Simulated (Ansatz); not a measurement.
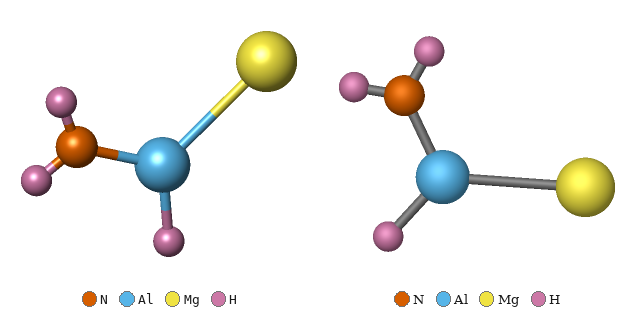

The same structure drawn twice, from different directions.

Charge 0, doublet. Computed geometry: PBE0-D4/def2-TZVP optimisation. No frequency run is at hand to confirm it as a minimum.

> What is the molecular formula?

AlH3MgN, 6 atoms: 1 aluminium, 3 hydrogen, 1 magnesium and 1 nitrogen.

> Which point group does it belong to?

Cs.

> How many sets of symmetry-equivalent atoms are there?

6: 1 N, 1 Al, 1 Mg, 1 H, 1 H, 1 H.

More results for the same structure follow; atom numbers are the same in all pictures, views and colours differ.

## Geometry

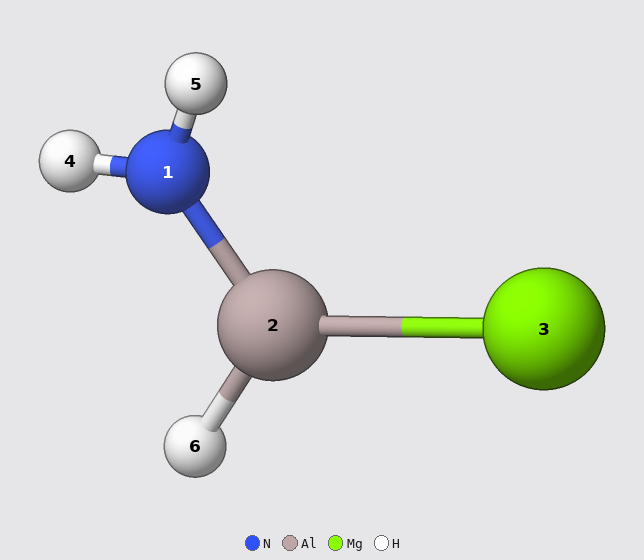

The atoms are numbered. No frequency run is at hand to confirm it as a minimum.

List the bonds and their lengths.

```json
{"bond": "N1–Al2", "length (Å)": "1.781"}
{"bond": "N1–H4", "length (Å)": "1.009"}
{"bond": "N1–H5", "length (Å)": "1.007"}
{"bond": "Al2–Mg3", "length (Å)": "2.831"}
{"bond": "Al2–H6", "length (Å)": "1.606"}
```

## Electronic properties

No frequency run is at hand to confirm it as a minimum. Properties computed with UKS PBE0-D4/def2-TZVPP (Ansatz 0.2.0).

Computed properties:

- HOMO energy (Kohn–Sham orbital): −4.39 eV
- ⟨S²⟩ of the determinant: 0.758

## Dipole moment

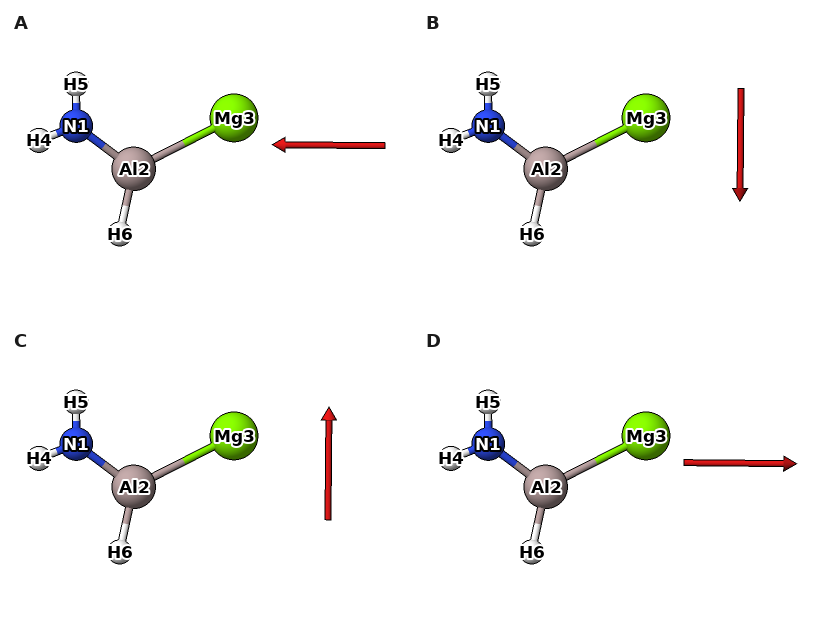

The same molecule four times, each with an arrow. No frequency run is at hand to confirm it as a minimum. Level of theory: UKS PBE0-D4/def2-TZVP (Ansatz 0.2.0).

> Which arrow points along the dipole moment, from the negative to the positive end?

C. The dipole moment is 1.18 D; it points from the side of H6 to the side of H5 (the outermost atoms at the two ends).

## Charges

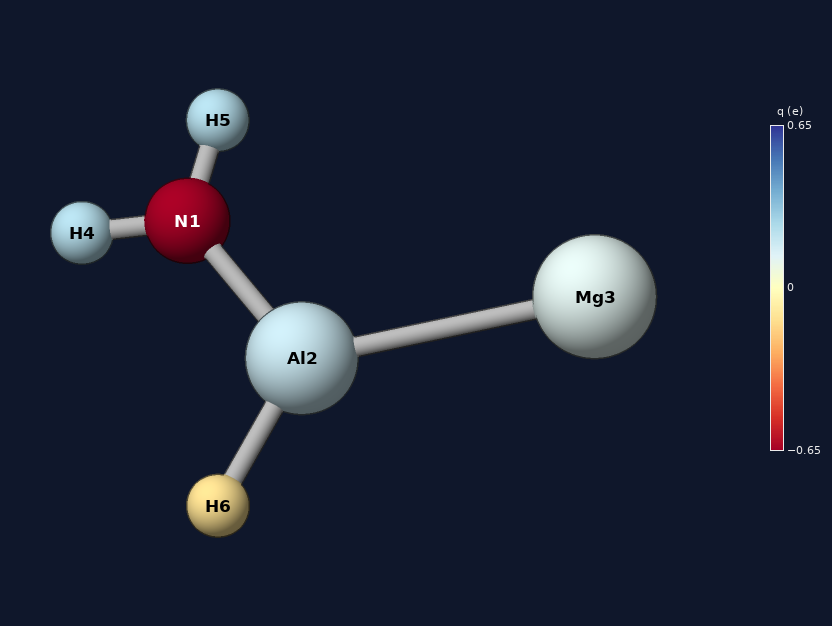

Atoms are coloured by their Mulliken charges. No frequency run is at hand to confirm it as a minimum. Level of theory: UKS PBE0-D4/def2-TZVP (Ansatz 0.2.0).

List the Mulliken charges.

```
atom  value (e)
  N1      −0.64
 Al2       0.18
 Mg3       0.12
  H4       0.23
  H5       0.23
  H6      −0.12
```

Mulliken values depend strongly on the basis set and can even reverse the polarity of a bond.
